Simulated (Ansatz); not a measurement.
# CH₂BrNSi: single points with varied inputs

How do the results and run time of CH₂BrNSi respond when the settings are drawn wide?

Program: Ansatz 0.2.0, Gaussian basis. Level of theory: the settings change from run to run. These are calculated values, not measurements.

### Step 1. The molecule

An earlier PBE0-D4 in a triple-zeta def2 set relaxation fixed the geometry.

SMILES `BrC1=N[SiH2]1`, 6 atoms, charge 0, spin multiplicity 1.

Atoms are counted from 1 here; the program's logs count them from 0.

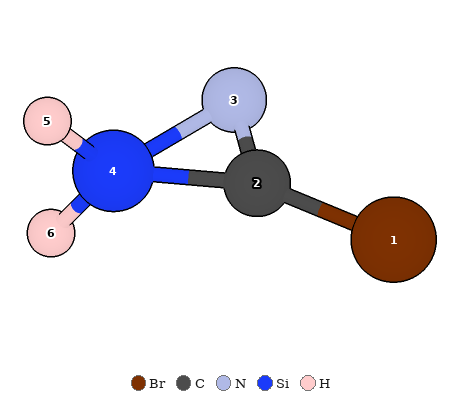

The geometry (bromine brown, carbon dark grey, nitrogen light blue, silicon blue, hydrogen pink); atoms are numbered from 1 in the order of the file.

### Step 2. PBE-QIDH/def2-SVP

Options: density fitting with def2-universal-jkfit, high accuracy, the search for lower states set to off.

The input, in.yaml:

```yaml
crystal:
  periodic: [false, false, false]
  atoms:
    - {symbol: Br, position_ang: [-0.130147, -2.749697, 0.392220]}
    - {symbol: C, position_ang: [-0.204662, -0.908195, 0.018505]}
    - {symbol: N, position_ang: [-1.060729, -0.251367, -0.635811]}
    - {symbol: Si, position_ang: [0.253396, 0.807232, 0.001950]}
    - {symbol: H, position_ang: [1.246487, 1.334125, -0.952885]}
    - {symbol: H, position_ang: [-0.062246, 1.703802, 1.129821]}
basis:
  gaussian: {orbitals: def2-SVP, fitting: {mean_field: def2-universal-jkfit}}
hamiltonian: {xc: {name: PBE-QIDH}}
accuracy: high
scf: {lower_state_search: off}
output: {forces: true}
```

Launch:

```
$ ansatz run in.yaml --threads 2 --pin off --events-out ev --progress --plain --max-ram 4352MiB
```

The program printed (excerpt; [...] marks lines left out):

```text
Functional definition: PBE-QIDH
  name "PBE-QIDH"
  cite "Brémond, Sancho-García, Pérez-Jiménez & Adamo, J. Chem. Phys. 141, 031101 (2014) doi:10.1063/1.4890314"
  cite "Perdew, Burke & Ernzerhof, Phys. Rev. Lett. 77, 3865 (1996) doi:10.1103/PhysRevLett.77.3865"
[...]
582 factors; integrals over basis functions are off by at most 3.5e-1 eV
[...]
mean field -80435.36725374 eV, -2955.9452255249 hartree, gradient 4.8e-8 eV, S^2 0.000000; 0 other end points of the search recorded, 0 dependent functions left out
16 core orbitals not correlated: weight in the atoms' cores, before any rotation towards them, 1.000 or more for the frozen orbitals, at most 0.000 for the correlated occupied ones
reference -80435.36725460 eV, -2955.9452255563 hartree; 16, 16 occupied and 56, 56 virtual orbitals, 582 factors
second order -18.98959983 eV of doubles, -0.00000000 eV of singles
[...]
Total energy: -80441.69712121 eV, -2956.1778438637 hartree
Atom 0 at    -0.130147    -2.749697     0.392220 Å, force    -0.004606     0.155545    -0.030629 eV/Å
Atom 1 at    -0.204662    -0.908195     0.018505 Å, force     0.130088    -0.387751     0.151172 eV/Å
Atom 2 at    -1.060729    -0.251367    -0.635811 Å, force    -0.328150    -0.011695    -0.204472 eV/Å
Atom 3 at     0.253396     0.807232     0.001950 Å, force     0.239989     0.301049     0.097251 eV/Å
Atom 4 at     1.246487     1.334125    -0.952885 Å, force    -0.061758    -0.016340     0.061708 eV/Å
Atom 5 at    -0.062246     1.703802     1.129821 Å, force     0.024437    -0.040808    -0.075029 eV/Å
Dipole moment:     0.347974     0.377511     0.151632 e Å
Checks for a lower state left out: starts, cluster_reference, orbital_swaps, neighbouring_geometries, increment
```

It took 11 s on 2 threads of Arm Neoverse V1, shared host.

Largest force 0.436 eV/Å, dipole 2.57 D.

### Step 3. RPA/cc-pVDZ

Set apart from the defaults: unrestricted orbitals, coordinates scaled by 1.12, density fitting with cc-pVTZ-jkfit, relativity set to scalar, correlated electrons set to outside_noble_gas.

The input, in.yaml:

```yaml
crystal:
  periodic: [false, false, false]
  atoms:
    - {symbol: Br, position_ang: [-0.145765, -3.079661, 0.439286]}
    - {symbol: C, position_ang: [-0.229221, -1.017179, 0.020726]}
    - {symbol: N, position_ang: [-1.188016, -0.281531, -0.712108]}
    - {symbol: Si, position_ang: [0.283804, 0.904100, 0.002184]}
    - {symbol: H, position_ang: [1.396066, 1.494220, -1.067231]}
    - {symbol: H, position_ang: [-0.069716, 1.908258, 1.265399]}
basis:
  gaussian: {orbitals: cc-pVDZ, fitting: {mean_field: cc-pVTZ-jkfit}}
magnetization: {spin_polarized: true, initial_magnetization: 0}
hamiltonian: {xc: {name: HF}, pseudopotentials: {relativity: scalar}}
correlation: {method: rpa, electrons: outside_noble_gas}
```

The command is unchanged.

The program printed:

```text
Functional definition: HF
  name "HF"
  cite "Fock, Z. Phys. 61, 126 (1930) doi:10.1007/BF01340294"
  parent pbe
  exchange = exact_x
  correlation = 0
546 factors; integrals over basis functions are off by at most 4.9e-2 eV
mean field evaluation 1: about -81083.7898 eV, gradient 2.2e1 eV
mean field evaluation 2: about -81084.6877 eV, gradient 2.1e1 eV
mean field evaluation 4: about -81086.7992 eV, gradient 1.2e0 eV
mean field evaluation 8: about -81086.8278 eV, gradient 1.0e-6 eV
mean field evaluation 16: about -81085.9205 eV, gradient 5.3e0 eV
mean field -81086.98215889 eV, -2979.8916316086 hartree, gradient 2.4e-6 eV, S^2 0.414335; 3 other end points of the search recorded, 0 dependent functions left out
21 core orbitals not correlated: weight in the atoms' cores, before any rotation towards them, 1.000 or more for the frozen orbitals, at most 0.000 for the correlated occupied ones
reference -81086.98215889 eV, -2979.8916316086 hartree; 11, 11 occupied and 51, 51 virtual orbitals, 546 factors
Total energy: -81101.85319855 eV, -2980.4381322363 hartree
Relativity: scalar
```

It took 3 s on 2 threads of Arm Neoverse V1, shared host.

⟨S²⟩ 0.414. The spin excess of 0.41 shows a contaminated determinant.

### Step 4. r2SCAN0/cc-pVDZ

The input, in.yaml:

```yaml
crystal:
  periodic: [false, false, false]
  atoms:
    - {symbol: Br, position_ang: [-0.130147, -2.749697, 0.392220]}
    - {symbol: C, position_ang: [-0.204662, -0.908195, 0.018505]}
    - {symbol: N, position_ang: [-1.060729, -0.251367, -0.635811]}
    - {symbol: Si, position_ang: [0.253396, 0.807232, 0.001950]}
    - {symbol: H, position_ang: [1.246487, 1.334125, -0.952885]}
    - {symbol: H, position_ang: [-0.062246, 1.703802, 1.129821]}
basis:
  gaussian: {orbitals: cc-pVDZ}
hamiltonian: {xc: {name: r2SCAN0}}
```

Same command.

The program printed (excerpt; [...] marks lines left out):

```text
Functional definition: r2SCAN0
  name "r2SCAN0"
  cite "Bursch, Neugebauer, Ehlert & Grimme, J. Chem. Phys. 156, 134105 (2022) doi:10.1063/5.0086040"
  cite "Furness, Kaplan, Ning, Perdew & Sun, J. Phys. Chem. Lett. 11, 8208 (2020) doi:10.1021/acs.jpclett.0c02405"
  cite "Furness, Kaplan, Ning, Perdew & Sun, J. Phys. Chem. Lett. 11, 9248 (2020) doi:10.1021/acs.jpclett.0c03077"
  parent r2scan
[...]
853 factors; integrals over basis functions are off by at most 9.0e-4 eV
[...]
mean field -80477.83712149 eV, -2957.5059643776 hartree, gradient 3.5e-5 eV, S^2 0.000000; 0 other end points of the search recorded, 0 dependent functions left out
reference -80477.83712843 eV, -2957.5059646325 hartree; 32, 32 occupied and 51, 51 virtual orbitals, 853 factors
Total energy: -80477.83712843 eV, -2957.5059646325 hartree
```

It took 3.3 s on 2 threads of Arm Neoverse V1, shared host.

### Step 5. r2SCAN50/aug-pcseg-2

Options: the search for lower states set to full.

in.yaml: that of step 4 with these lines changed.

```diff
@@ -10,3 +10,4 @@
 basis:
-  gaussian: {orbitals: cc-pVDZ}
-hamiltonian: {xc: {name: r2SCAN0}}
+  gaussian: {orbitals: aug-pcseg-2}
+hamiltonian: {xc: {name: r2SCAN50}}
+scf: {lower_state_search: full}
```

Launched as before.

The program printed (excerpt; [...] marks lines left out):

```text
Functional definition: r2SCAN50
  name "r2SCAN50"
  cite "Bursch, Neugebauer, Ehlert & Grimme, J. Chem. Phys. 156, 134105 (2022) doi:10.1063/5.0086040"
  cite "Furness, Kaplan, Ning, Perdew & Sun, J. Phys. Chem. Lett. 11, 8208 (2020) doi:10.1021/acs.jpclett.0c02405"
  cite "Furness, Kaplan, Ning, Perdew & Sun, J. Phys. Chem. Lett. 11, 9248 (2020) doi:10.1021/acs.jpclett.0c03077"
  parent r2scan
[...]
1416 factors; their error is unknown
[...]
mean field -80480.19672843 eV, -2957.5926783333 hartree, gradient 4.6e-5 eV, S^2 0.000000; 0 other end points of the search recorded, 0 dependent functions left out
reference -80480.19674053 eV, -2957.5926787779 hartree; 32, 32 occupied and 215, 215 virtual orbitals, 1416 factors
Total energy: -80480.19674053 eV, -2957.5926787779 hartree
```

Run time: 12 s. Hardware: 2 threads of Arm Neoverse V1, shared host; peak memory 0.56 GiB.

### Step 6. B3LYP5/def2-TZVPP

Options: charge +1, multiplicity 2, restricted open-shell orbitals, a grid of angular degree 11, relativity set to scalar.

in.yaml: that of step 5 with these lines changed.

```diff
@@ -10,4 +10,5 @@
 basis:
-  gaussian: {orbitals: aug-pcseg-2}
-hamiltonian: {xc: {name: r2SCAN50}}
-scf: {lower_state_search: full}
+  gaussian: {orbitals: def2-TZVPP, final_grid: {core_spheres: 5, valence_spheres: 4, degree: 11}}
+total_charge: 1
+magnetization: {spin_polarized: false, initial_magnetization: 1}
+hamiltonian: {xc: {name: B3LYP5}, pseudopotentials: {relativity: scalar}}
```

Same command.

The program printed (excerpt; [...] marks lines left out):

```text
Functional definition: B3LYP5
  name "B3LYP5"
  cite "Stephens, Devlin, Chabalowski & Frisch, J. Phys. Chem. 98, 11623 (1994) doi:10.1021/j100096a001"
  cite "Becke, Phys. Rev. A 38, 3098 (1988) doi:10.1103/PhysRevA.38.3098"
  cite "Lee, Yang & Parr, Phys. Rev. B 37, 785 (1988) doi:10.1103/PhysRevB.37.785"
  cite "Vosko, Wilk & Nusair, Can. J. Phys. 58, 1200 (1980) doi:10.1139/p80-159"
[...]
1157 factors; their error is unknown
[...]
mean field -81157.46420872 eV, -2982.4817991654 hartree, gradient 3.1e-5 eV, S^2 0.750000; 4 other end points of the search recorded, 0 dependent functions left out
reference -81157.46449894 eV, -2982.4818098307 hartree; 32, 31 occupied and 148, 149 virtual orbitals, 1157 factors
Total energy: -81157.46449894 eV, -2982.4818098307 hartree
Relativity: scalar
```

Wall time 16 s (2 threads of Arm Neoverse V1, shared host); peak memory 0.67 GiB.

### Step 7. wB97M-V/STO-3G

Options: coordinates scaled by 1.25, a point charge of 2.00 e beside it, high accuracy.

The input, in.yaml:

```yaml
crystal:
  periodic: [false, false, false]
  atoms:
    - {symbol: Br, position_ang: [-0.162684, -3.437122, 0.490275]}
    - {symbol: C, position_ang: [-0.255827, -1.135244, 0.023131]}
    - {symbol: N, position_ang: [-1.325911, -0.314208, -0.794763]}
    - {symbol: Si, position_ang: [0.316745, 1.009040, 0.002438]}
    - {symbol: H, position_ang: [1.558109, 1.667656, -1.191106]}
    - {symbol: H, position_ang: [-0.077808, 2.129752, 1.412276]}
basis:
  gaussian: {orbitals: STO-3G, point_charges: [{charge: 2.00, position_ang: [4.337, -0.149, 0.707]}]}
hamiltonian: {xc: {name: wB97M-V}}
accuracy: high
output: {forces: true}
```

The command is unchanged.

The program printed (excerpt; [...] marks lines left out):

```text
Functional definition: wB97M-V
  name "wB97M-V"
  cite "Mardirossian & Head-Gordon, J. Chem. Phys. 144, 214110 (2016) doi:10.1063/1.4952647"
  cite "Becke, J. Chem. Phys. 107, 8554 (1997) doi:10.1063/1.475007"
  cite "Vydrov & Van Voorhis, J. Chem. Phys. 133, 244103 (2010) doi:10.1063/1.3521275"
  # Of w^i u^j: cxij and so on, Table III.
[...]
  gx(w, u) = 1 - cx + cx01*u + cx10*w
  gss(w, u) = css00 + css04*u^4 + css10*w + css20*w^2 + css43*w^4*u^3
  gos(w, u) = cos00 + cos10*w + (cos20 + cos21*u)*w^2 + (cos60 + cos61*u)*w^6
[...]
      + integral(e_c_pw_mod_opposite_spin*gos(b97_w_opposite, b97_u_opposite)) + vv10(b, c)
629 factors; integrals over basis functions are off by at most 5.1e-8 eV
205 factors; integrals over basis functions are off by at most 1.0e-9 eV
[...]
mean field -79586.76834378 eV, -2924.7597907847 hartree, gradient 8.1e-8 eV, S^2 0.000000; 0 other end points of the search recorded, 0 dependent functions left out
[...]
reference -79586.76834658 eV, -2924.7597908877 hartree; 32, 32 occupied and 7, 7 virtual orbitals, 629 factors
Total energy: -79586.76834658 eV, -2924.7597908877 hartree
Atom 0 at    -0.162684    -3.437122     0.490275 Å, force    -0.103083     4.440150    -0.879358 eV/Å
Atom 1 at    -0.255827    -1.135244     0.023131 Å, force    -4.281834     4.965522    -3.730221 eV/Å
Atom 2 at    -1.325911    -0.314208    -0.794763 Å, force     8.502921    -2.574429     5.768381 eV/Å
Atom 3 at     0.316745     1.009040     0.002438 Å, force    -2.401944    -1.842853    -0.650778 eV/Å
Atom 4 at     1.558109     1.667656    -1.191106 Å, force    -2.966983    -1.898589     3.152641 eV/Å
Atom 5 at    -0.077808     2.129752     1.412276 Å, force     1.153620    -2.975440    -3.633241 eV/Å
Dipole moment:     0.110633     0.503730     0.145099 e Å
```

Wall time 26 s (2 threads of Arm Neoverse V1, shared host); peak memory 0.37 GiB.

Largest force 10.593 eV/Å, dipole 2.57 D.

### Step 8. B2GP-PLYP/def2-SVPD

Set apart from the defaults: charge +1, multiplicity 2, a grid of angular degree 47.

The input, in.yaml:

```yaml
crystal:
  periodic: [false, false, false]
  atoms:
    - {symbol: Br, position_ang: [-0.130147, -2.749697, 0.392220]}
    - {symbol: C, position_ang: [-0.204662, -0.908195, 0.018505]}
    - {symbol: N, position_ang: [-1.060729, -0.251367, -0.635811]}
    - {symbol: Si, position_ang: [0.253396, 0.807232, 0.001950]}
    - {symbol: H, position_ang: [1.246487, 1.334125, -0.952885]}
    - {symbol: H, position_ang: [-0.062246, 1.703802, 1.129821]}
basis:
  gaussian: {orbitals: def2-SVPD, final_grid: {core_spheres: 20, valence_spheres: 16, degree: 47}}
total_charge: 1
magnetization: {spin_polarized: true, initial_magnetization: 1}
hamiltonian: {xc: {name: B2GP-PLYP}}
output: {forces: true}
```

Launched as before.

The program printed (excerpt; [...] marks lines left out):

```text
Functional definition: B2GP-PLYP
  name "B2GP-PLYP"
  cite "Karton, Tarnopolsky, Lamère, Schatz & Martin, J. Phys. Chem. A 112, 12868 (2008) doi:10.1021/jp801805p"
  cite "Becke, Phys. Rev. A 38, 3098 (1988) doi:10.1103/PhysRevA.38.3098"
  cite "Lee, Yang & Parr, Phys. Rev. B 37, 785 (1988) doi:10.1103/PhysRevB.37.785"
[...]
1179 factors; integrals over basis functions are off by at most 8.0e-4 eV
[...]
mean field -80430.50469089 eV, -2955.7665296361 hartree, gradient 5.1e-6 eV, S^2 0.772531; 2 other end points of the search recorded, 0 dependent functions left out
16 core orbitals not correlated: weight in the atoms' cores, before any rotation towards them, 1.000 or more for the frozen orbitals, at most 0.000 for the correlated occupied ones
reference -80430.50482648 eV, -2955.7665346188 hartree; 16, 15 occupied and 89, 90 virtual orbitals, 1179 factors
second order -19.16236915 eV of doubles, -0.00000000 eV of singles
[...]
Total energy: -80437.40327937 eV, -2956.0200480867 hartree
Atom 0 at    -0.130147    -2.749697     0.392220 Å, force     0.527624     0.987330     0.156041 eV/Å
Atom 1 at    -0.204662    -0.908195     0.018505 Å, force    -3.052691    -4.424157    -1.132174 eV/Å
Atom 2 at    -1.060729    -0.251367    -0.635811 Å, force     1.513982    -0.225611     0.990751 eV/Å
Atom 3 at     0.253396     0.807232     0.001950 Å, force     1.084818     4.369753    -0.093788 eV/Å
Atom 4 at     1.246487     1.334125    -0.952885 Å, force    -0.053768    -0.348855     0.066363 eV/Å
Atom 5 at    -0.062246     1.703802     1.129821 Å, force    -0.019964    -0.358459     0.012806 eV/Å
Dipole moment:     0.300073     1.127269    -0.011524 e Å
```

Wall time 35 s (2 threads of Arm Neoverse V1, shared host); peak memory 0.55 GiB.

Largest force 5.493 eV/Å, ⟨S²⟩ 0.773.

### Step 9. B3LYP5/aug-cc-pVDZ

Options: charge +1, multiplicity 2, restricted open-shell orbitals, a point charge of 2.00 e beside it.

in.yaml: that of step 8 with these lines changed.

```diff
@@ -10,6 +10,6 @@
 basis:
-  gaussian: {orbitals: def2-SVPD, final_grid: {core_spheres: 20, valence_spheres: 16, degree: 47}}
+  gaussian: {orbitals: aug-cc-pVDZ, point_charges: [{charge: 2.00, position_ang: [5.981, 0.293, -0.693]}]}
 total_charge: 1
-magnetization: {spin_polarized: true, initial_magnetization: 1}
-hamiltonian: {xc: {name: B2GP-PLYP}}
+magnetization: {spin_polarized: false, initial_magnetization: 1}
+hamiltonian: {xc: {name: B3LYP5}}
 output: {forces: true}
```

Launched as before.

The program printed (excerpt; [...] marks lines left out):

```text
Functional definition: B3LYP5
  name "B3LYP5"
  cite "Stephens, Devlin, Chabalowski & Frisch, J. Phys. Chem. 98, 11623 (1994) doi:10.1021/j100096a001"
  cite "Becke, Phys. Rev. A 38, 3098 (1988) doi:10.1103/PhysRevA.38.3098"
  cite "Lee, Yang & Parr, Phys. Rev. B 37, 785 (1988) doi:10.1103/PhysRevB.37.785"
  cite "Vosko, Wilk & Nusair, Can. J. Phys. 58, 1200 (1980) doi:10.1139/p80-159"
[...]
1309 factors; integrals over basis functions are off by at most 5.9e-4 eV
[...]
mean field -80461.89128259 eV, -2956.9199656065 hartree, gradient 1.5e-5 eV, S^2 0.750000; 4 other end points of the search recorded, 0 dependent functions left out
[...]
reference -80461.89156597 eV, -2956.9199760206 hartree; 32, 31 occupied and 95, 96 virtual orbitals, 1309 factors
Total energy: -80461.89156597 eV, -2956.9199760206 hartree
Atom 0 at    -0.130147    -2.749697     0.392220 Å, force     0.459456     0.727906     0.247972 eV/Å
Atom 1 at    -0.204662    -0.908195     0.018505 Å, force    -2.724088    -4.514338    -0.971026 eV/Å
Atom 2 at    -1.060729    -0.251367    -0.635811 Å, force     1.088173     0.010839     0.602054 eV/Å
Atom 3 at     0.253396     0.807232     0.001950 Å, force     0.241786     4.136744     0.180202 eV/Å
Atom 4 at     1.246487     1.334125    -0.952885 Å, force     0.252352    -0.260914    -0.148170 eV/Å
Atom 5 at    -0.062246     1.703802     1.129821 Å, force     0.031392    -0.127744     0.188413 eV/Å
Dipole moment:    -0.034383     0.914187     0.055647 e Å
```

It took 21 s on 2 threads of Arm Neoverse V1, shared host; peak memory 0.53 GiB.

Largest force 5.361 eV/Å.

### Step 10. CAM-B3LYP/STO-3G

This run has D3(BJ) with three-body dispersion.

in.yaml: that of step 9 with these lines changed.

```diff
@@ -10,6 +10,4 @@
 basis:
-  gaussian: {orbitals: aug-cc-pVDZ, point_charges: [{charge: 2.00, position_ang: [5.981, 0.293, -0.693]}]}
-total_charge: 1
-magnetization: {spin_polarized: false, initial_magnetization: 1}
-hamiltonian: {xc: {name: B3LYP5}}
+  gaussian: {orbitals: STO-3G}
+hamiltonian: {xc: {name: CAM-B3LYP}, dispersion: d3bjatm}
 output: {forces: true}
```

Launched as before.

The program printed (excerpt; [...] marks lines left out):

```text
Functional definition: CAM-B3LYP
  name "CAM-B3LYP"
  cite "Yanai, Tew & Handy, Chem. Phys. Lett. 393, 51 (2004) doi:10.1016/j.cplett.2004.06.011"
  cite "Iikura, Tsuneda, Yanai & Hirao, J. Chem. Phys. 115, 3540 (2001) doi:10.1063/1.1383587"
  cite "Becke, Phys. Rev. A 38, 3098 (1988) doi:10.1103/PhysRevA.38.3098"
  cite "Lee, Yang & Parr, Phys. Rev. B 37, 785 (1988) doi:10.1103/PhysRevB.37.785"
  cite "Vosko, Wilk & Nusair, Can. J. Phys. 58, 1200 (1980) doi:10.1139/p80-159"
[...]
  # Exact exchange under (alpha + beta erf(omega r))/r, Becke's under what is left of 1/r.
[...]
439 factors; integrals over basis functions are off by at most 3.1e-5 eV
157 factors; integrals over basis functions are off by at most 9.5e-7 eV
[...]
mean field -79591.37726123 eV, -2924.9291653772 hartree, gradient 5.0e-5 eV, S^2 0.000000; 0 other end points of the search recorded, 0 dependent functions left out
[...]
reference -79591.37733280 eV, -2924.9291680072 hartree; 32, 32 occupied and 7, 7 virtual orbitals, 439 factors
Total energy: -79591.50656646 eV, -2924.9339172566 hartree
Atom 0 at    -0.130147    -2.749697     0.392220 Å, force     0.144402     0.156468     0.062811 eV/Å
Atom 1 at    -0.204662    -0.908195     0.018505 Å, force     2.708129    -2.051599     2.066032 eV/Å
Atom 2 at    -1.060729    -0.251367    -0.635811 Å, force    -3.634266     1.674219    -2.580648 eV/Å
Atom 3 at     0.253396     0.807232     0.001950 Å, force     1.292271     1.269111     0.586578 eV/Å
Atom 4 at     1.246487     1.334125    -0.952885 Å, force    -0.655407    -0.411005     0.569100 eV/Å
Atom 5 at    -0.062246     1.703802     1.129821 Å, force     0.144871    -0.637195    -0.703872 eV/Å
Dipole moment:     0.371882     0.371613     0.167697 e Å
```

Run time: 0.9 s. Hardware: 2 threads of Arm Neoverse V1, shared host.

Largest force 4.761 eV/Å, dipole 2.65 D.

### Step 11. All runs side by side

```
               level  charge  multiplicity               geometry  functions  energy (eV)   time
   PBE-QIDH/def2-SVP       0             1                relaxed         88   -80441.697   11 s
         RPA/cc-pVDZ       0             1                 scaled         83   -81101.853    3 s
     r2SCAN0/cc-pVDZ       0             1                relaxed         83   -80477.837  3.3 s
r2SCAN50/aug-pcseg-2       0             1                relaxed        247   -80480.197   12 s
   B3LYP5/def2-TZVPP       1             2                relaxed        180   -81157.464   16 s
      wB97M-V/STO-3G       0             1   scaled, point charge         39   -79586.768   26 s
 B2GP-PLYP/def2-SVPD       1             2                relaxed        121   -80437.403   35 s
  B3LYP5/aug-cc-pVDZ       1             2  relaxed, point charge        127   -80461.892   21 s
    CAM-B3LYP/STO-3G       0             1                relaxed         39   -79591.507  0.9 s
```

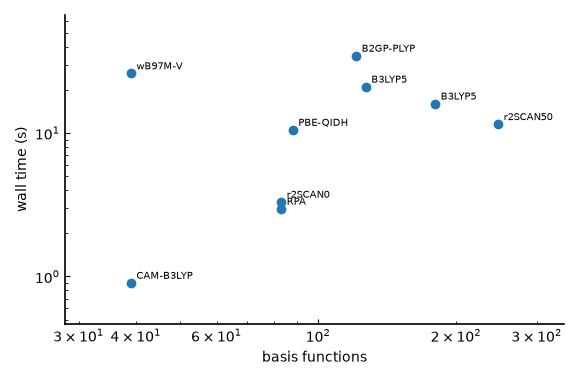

Wall time against the number of basis functions (shared host).

### Step 12. What came out

```
                                         quantity                      value
                                             runs                          9
                                         quickest    CAM-B3LYP/STO-3G, 0.9 s
                                          slowest  B2GP-PLYP/def2-SVPD, 35 s
spread of total energies, same state and geometry                   888.7 eV
                  dipole, same state and geometry             2.57 to 2.65 D
```

B2GP-PLYP/def2-SVPD took 38 times as long as CAM-B3LYP/STO-3G. The jobs differ in tasks and options as well as level. Total energies at one charge and spin differ by 889 eV between levels, so only differences within one level mean anything. At the PBE0-D4/def2-TZVP geometry and in the same state, runs without warnings or point charges leave forces up to 4.76 eV/Å (CAM-B3LYP/STO-3G).
